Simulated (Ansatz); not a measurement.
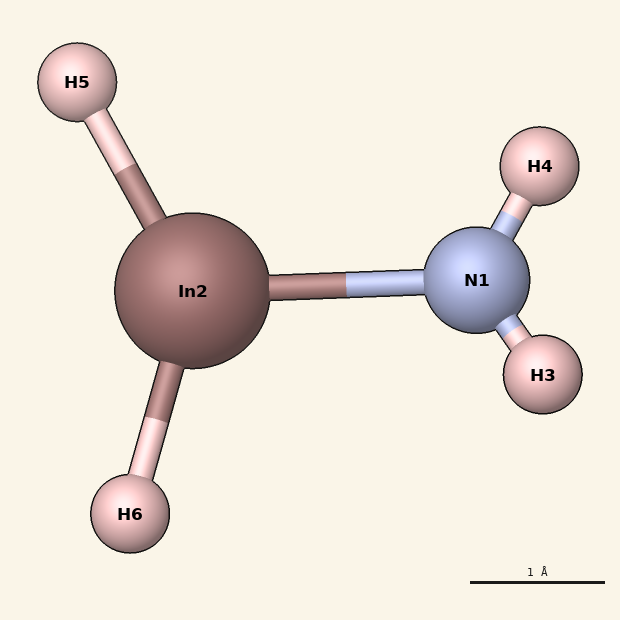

Source: calculation with Ansatz.

The atoms are numbered. Geometry: atoms displaced at random (about 0.12 Å) from a stationary point of PBE0-D4.

Estimate the angles In2–N1–H3, In2–N1–H4, H3–N1–H4, N1–In2–H5, N1–In2–H6, H5–In2–H6.

```
    angle  degrees
In2–N1–H3    122.8
In2–N1–H4    120.3
 H3–N1–H4    116.9
N1–In2–H5    116.9
N1–In2–H6    107.3
H5–In2–H6    135.7
```
